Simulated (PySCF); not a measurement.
# C4H4AuS4 (Au(edt)2): the cost of one run

Computed with PySCF 2.14.0 and routines of our own; the level stands in each step. Atoms count from 0.

## (1) The system as given

13 atoms, charge 0, multiplicity 2; geometry from: GFN2-xTB.

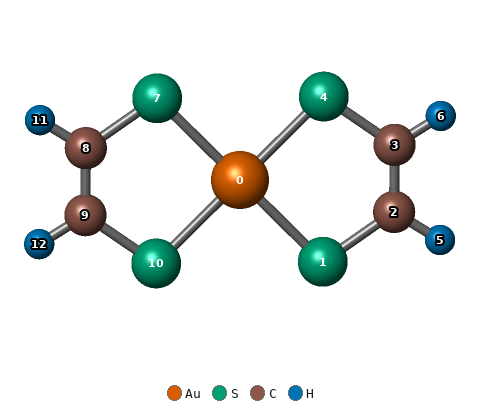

The starting geometry (gold orange, sulfur teal, carbon brown, hydrogen blue); sticks join atoms by distance alone.

## (2) Open-shell or spin-flip excitations: unrestricted TDDFT BP86/def2-SVP Au:def2-TZVP

Job settings and geometry (Å):

```
{"job": {"kind": "uabs", "xc": "BP86", "basis": {"default": "def2-SVP", "Au": "def2-TZVP"}, "nstates": 15, "tda": false, "pol": false}, "charge": 0, "multiplicity": 2}
Au    -0.000790     0.000380    -0.000190
S      2.340380     0.007620     0.009300
C      2.645600     1.702600    -0.003350
C      1.696880     2.649540    -0.014250
S      0.002270     2.340950    -0.015100
H      3.696300     1.948810     0.001500
H      1.941240     3.700560    -0.014430
S     -2.340720    -0.007710    -0.005330
C     -2.645580    -1.702810     0.003900
C     -1.696510    -2.649410     0.010620
S     -0.002220    -2.340230     0.011200
H     -3.696260    -1.949630     0.001960
H     -1.940580    -3.700680     0.014160
```

Method: unrestricted TDDFT BP86/def2-SVP Au:def2-TZVP, vertical, gas phase, core orbitals frozen in the response.

The run is started by

```bash
$ OMP_NUM_THREADS=1 python excited_run.py task.json out
```

One launch serves the whole session: the jobs run in the order shown.

**Question.** How long does this run take on 1 thread of Arm Neoverse N1, shared host?

About 2.3 min.
